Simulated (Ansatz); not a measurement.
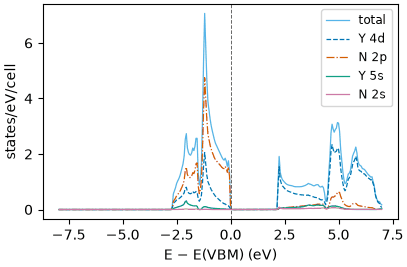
Fig. 1. Total and projected density of states of YN (zinc blende, F-43m), the program Ansatz at the PBEsol level (PAW)

Task: Which orbitals carry the states next to the gap?

Result: Top 1 eV of the valence band: N 2p 78 %, Y 4d 17 %. Bottom 1 eV of the conduction band: Y 4d 76 %, N 2p 7 %, Y 5s 6 %, outside the projected shells 6 %. Projections are on Löwdin-orthogonalised atomic valence shells; empty p or d shells of many metals are not among them.

Task: Where is the tallest occupied peak in this window, and what makes it?

Result: Near -1.2 eV, about 7.1 states/eV per cell; the largest projected share is N 2p.

A made-up cell: these elements were put on the sites of a structure type; the Crystallography Open Database copy checked does not list it. COD files the formula under space group No. 225, so this cell is another polymorph or a model. Its standing as an ambient phase is unchecked. The PBEsol relaxation kept the symmetry of its start; whether a distortion lowers the energy is not shown. The run is not spin-polarised. Scalar-relativistic: spin–orbit coupling is off unless named, which matters more the heavier the elements.

Potentials: the later of the program's two PAW sets.
